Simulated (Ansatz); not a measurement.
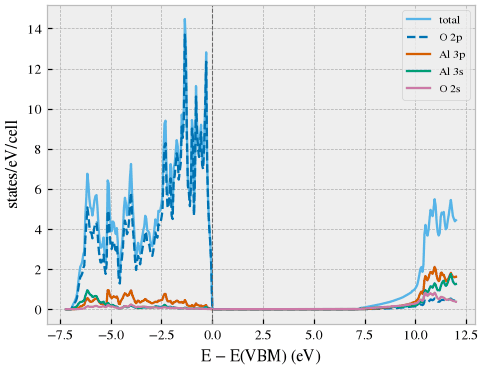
Fig. 1. Total and projected density of states of Al2O3 (corundum, R-3c), the program Ansatz at the r²SCAN level (PAW)

Q: Which orbitals carry the states next to the gap?

A: Top 1 eV of the valence band: O 2p 96 %. Bottom 1 eV of the conduction band: Al 3s 42 %, O 2s 38 %, Al 3p 14 %, O 2p 6 %. Projections are on Löwdin-orthogonalised atomic valence shells; empty p or d shells of many metals are not among them.

Q: Where is the tallest occupied peak in this window, and what makes it?

A: Near -1.3 eV, about 14 states/eV per cell; the largest projected share is O 2p.

The cell was relaxed with r²SCAN under the symmetry of its start.

Potentials: the later of the program's two PAW sets.
